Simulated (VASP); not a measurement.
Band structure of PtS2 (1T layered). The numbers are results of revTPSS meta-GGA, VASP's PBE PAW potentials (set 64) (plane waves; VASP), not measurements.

Without a dispersion term in the relaxation, distances and binding between the weakly bound layers, chains or molecules are unreliable, and so is what depends on them. Unless said otherwise, spin-orbit coupling is left out, though it shifts the bands of the heavy elements here.

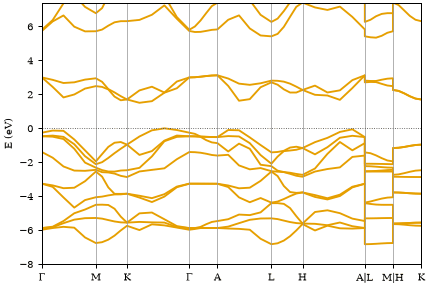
Figure: Bands along high-symmetry lines, zero at the valence-band maximum or, without a gap, the Fermi level

### Question
Read the plot: is there a gap, and where are the band edges?

### Answer
The gap is indirect, 1.39 eV, from the valence maximum at K-Γ at 0.60 to the conduction minimum at (0.00, 0.25, 0.25).

The compound is PtS2 in the 1T layered structure. It was relaxed first, which changed the volume by +16 %.
